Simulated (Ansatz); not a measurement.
**ClGeH2 (doublet): density, localisation and related maps**

```xyz
4

Cl   -0.3038   -2.5199    0.7779
Ge    0.1768   -0.6110   -0.1573
H     0.6131   -0.9326   -1.6111
H     1.3370    0.0028    0.6700
```

Computed with UKS B3LYP-D4/def2-TZVP in Ansatz 0.2.0.

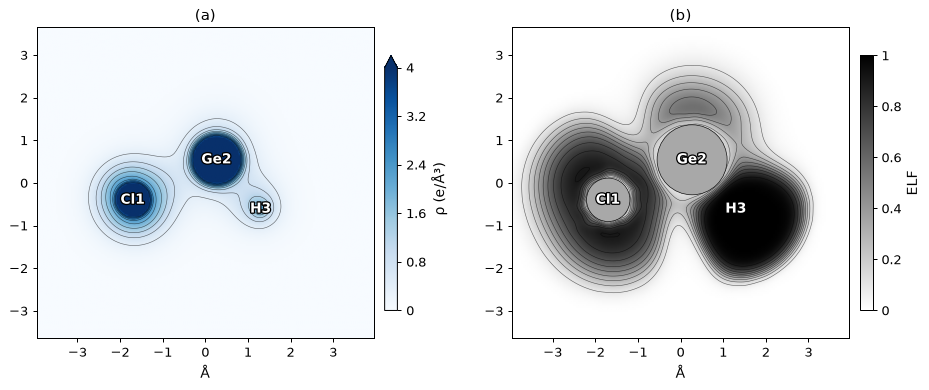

Figure 1. (a) electron density; (b) electron localisation function on the plane of atoms Cl1, Ge2 and H3. Grey discs cover the atomic cores in the ELF map.

> Interpret the plot.

The plane passes through Cl, Ge and H nuclei.
Ge–Cl (2.18 Å): ρ is about 0.73 e/Å³ halfway; the ELF peaks at about 0.85 in the valence shell of Cl, 0.8 Å from its nucleus, and is about 0.65 at the midpoint.
Ge–H (1.55 Å): ρ is about 1 e/Å³ halfway; the ELF climbs to about 1 towards the hydrogen.
The ELF also peaks beside Cl1, away from the bonds: non-bonding electrons, paired or unpaired.

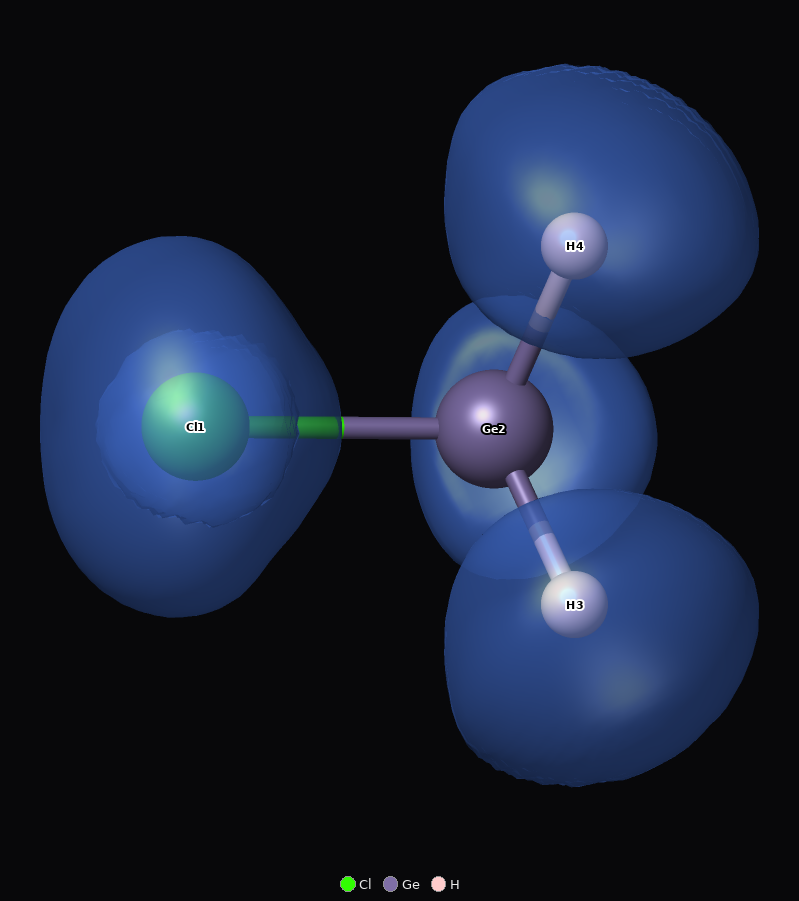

Figure 2. Isosurface of the ELF at 0.75 (blue), seen across its widest extent. Core shells and regions of very low density are left out.

> What do the ELF domains correspond to?

The surface consists of two regions around hydrogen nuclei, one lobe on Ge, pointing away from the bonds (non-bonding electrons) and one region wrapped around Cl (its valence shell).

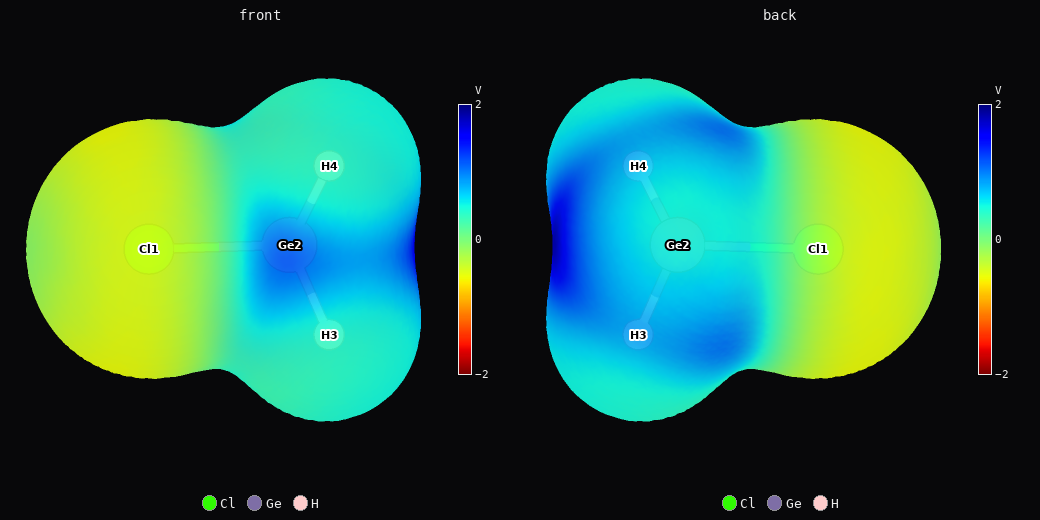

Figure 3. The molecular electrostatic potential painted on the density surface at 0.002 e/bohr³, seen from the front and from behind; red is negative and blue positive.

> Which sites attract a positive test charge, and which a negative one?

A positive charge is drawn to the negative regions and a negative charge to the positive ones. The most negative region (about −0.5 V) lies over Cl1, the most positive (about +1.8 V) over Ge2.

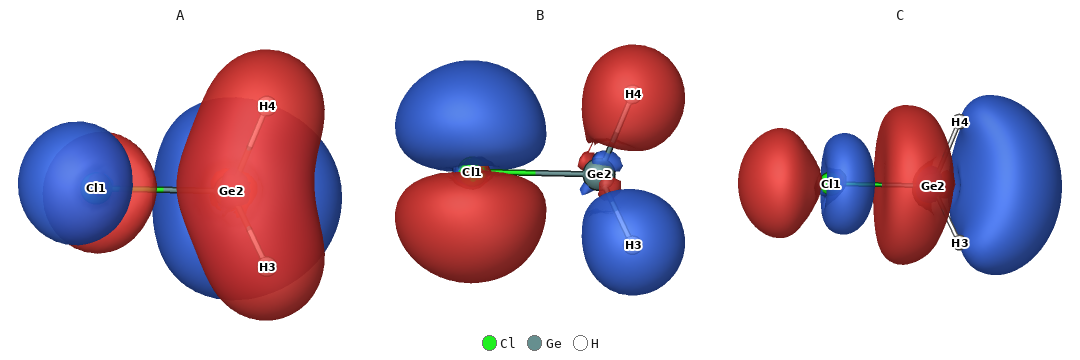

Figure 4. Three frontier orbitals at ±0.08 Å⁻³ᐟ² (blue and red are the two phases), in no order.

> Which picture is the HOMO−1, the HOMO and the LUMO? All are α orbitals.

B is the HOMO−1 (α) (−8.64 eV). It lies mainly on Cl1 (about 75 %), Ge2 (about 10 %), H3 (about 5 %) and H4 (about 5 %); largely a lone pair of Cl1. A is the HOMO (α) (−6.46 eV). It lies mainly on Ge2 (about 70 %), Cl1 (about 15 %), H3 (about 10 %) and H4 (about 10 %). C is the LUMO (α) (−0.69 eV). By Hirshfeld shares it lies mainly on Ge2 (about 60 %) and Cl1 (about 30 %).

> What is the gap between the highest occupied and lowest empty α orbitals?

5.77 eV between the orbital energies.
